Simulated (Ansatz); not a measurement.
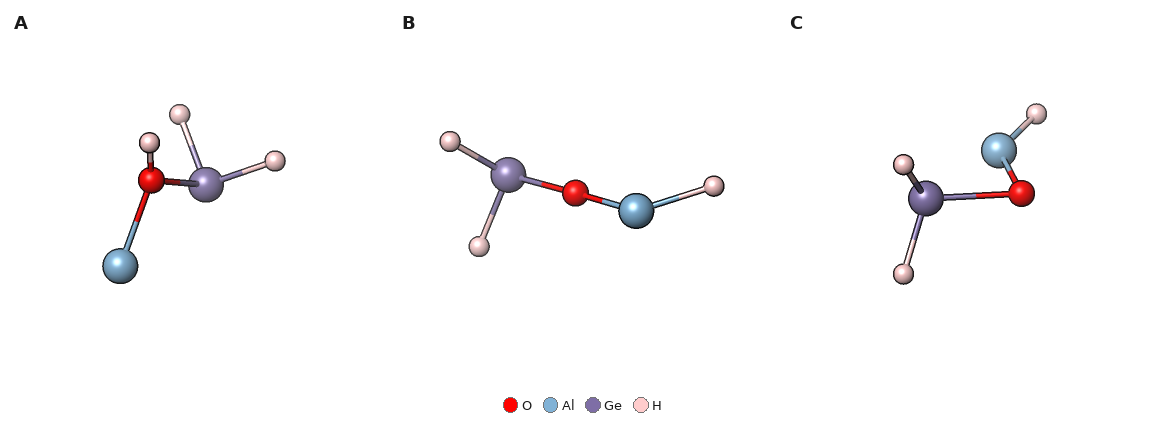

3 stationary structures of one formula. Geometries: PBE0-D4/def2-TZVP. Electronic energies: RHF-CCSD(T) (frozen core)/def2-TZVPP (Ansatz 0.2.0), without zero-point energy. No frequency run is at hand to confirm each as a minimum.

### Rank them by energy, lowest first.

C is lowest (Cs); A lies 3.4 kJ/mol above it (Cs), B lies 94.1 kJ/mol above it.
